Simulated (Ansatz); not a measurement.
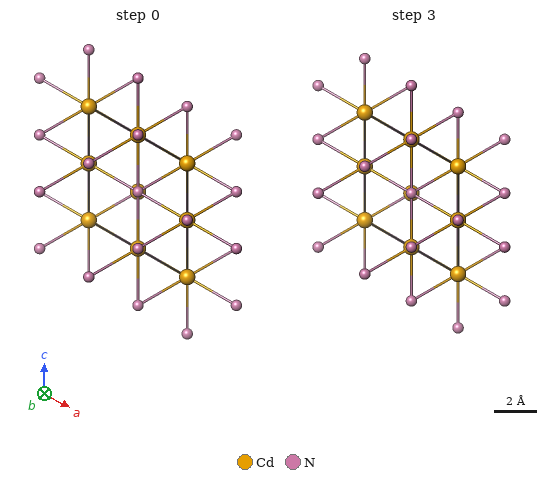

The structure of crystalline Cd$_{5}$N$_{3}$ (a generated structure, set up in Im-3m) (coarse preliminary run) before (left) and after (right) a relaxation, at one scale.

A ball-and-stick model of the cell of the calculation, seen along the b axis.

Level of theory: DFT PBE, scalar-relativistic, plane waves, PAW in Ansatz. Set-up: plane-wave cutoff 420 eV; k-point mesh 4 × 4 × 4; occupations gaussian; smearing width 0.1 eV; collinear spin; cell and atoms relaxed; force threshold 0.04 eV/Å; at most 70 steps.

Question: Describe what moved and what it gained.

Answer: After 2 accepted moves (3 points after the start) the energy has fallen by 94.7 meV per atom. All forces vanish by symmetry, so only the cell relaxes. Pressure: −9.62 GPa at the start and 0.09 GPa at the end. The SCF was repeated once at an unchanged geometry on a basis and grid sized afresh for the cell, which shifted the energy by 2.5 meV per atom at most. No atom moves by more than 0.005 Å relative to the cell. The drawn cell changes as follows: a = b = c 5.743 → 5.442 Å (−5.2 %); the volume changes by −14.9 %. Near-neighbour distances that change, for instance: Cd–Cd 2.871 → 2.721 Å, Cd–N 2.871 → 2.721 Å. The space group stays Im-3m (No. 229). The run took 79 s on 1 thread of Arm Neoverse V2 (shared host), peak memory 0.49 GiB.
